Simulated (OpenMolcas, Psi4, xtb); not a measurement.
**A ladder of methods for SnSiH5O (SMILES [SiH3][O][SnH2])**

SnSiH5O: 8 atoms, total charge 0, spin state doublet. As SMILES, `[SiH3][O][SnH2]`. Geometry: relaxed at PBE0-D4/def2-TZVP. This is one conformer, not always the lowest.

```xyz
8

Si   -0.7379    1.0751   -0.4808
O     0.5869    0.3062    0.0788
Sn    0.9565   -1.3321    1.1080
H    -1.8779    0.1277   -0.6588
H    -0.4246    1.6964   -1.7946
H    -1.1735    2.1423    0.4619
H     2.6654   -1.4891    0.9505
H     0.0974   -2.5837    0.2792
```

Each level gives the electronic atomisation energy (eV). The values are calculated. Electronic energies at fixed atoms, without zero-point motion or spin-orbit coupling.

```tsv
level	kind	program	value (eV)	CPU time (all runs)
GFN0-xTB	semi-empirical	xtb	32.06	under 2 s
UHF/def2-SVPD (core potential)	Hartree–Fock	OpenMolcas	16.54	43 s
USVWN5/def2-SVPD (core potential)	LDA	OpenMolcas	25.88	92 s
U-revPBE/def2-SVPD (core potential)	GGA	OpenMolcas	21.87	2.2 min
U-r2SCAN/def2-SVPD (core potential)	meta-GGA	OpenMolcas	22.91	3.2 min
UM06-2X/def2-SVPD (core potential)	hybrid meta-GGA	Psi4	22.71	1.9 min
U-wB97X/def2-SVPD (core potential)	range-separated hybrid	Psi4	23.02	70 s
UCAM-B3LYP/def2-SVPD (core potential)	range-separated hybrid	Psi4	22.93	78 s
```

The values span 16.54 to 32.06 eV. The xTB rows lack spin polarisation, so open shells miss the exchange term that lowers them. CPU times are rough (shared hosts, several kinds of processor): they show what a rung costs within a factor of a few.

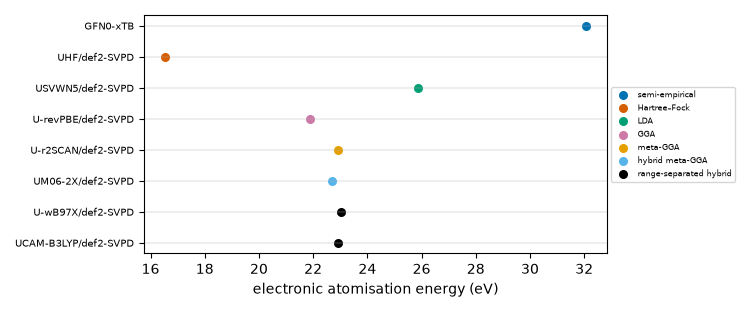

The values of the table, level by level.
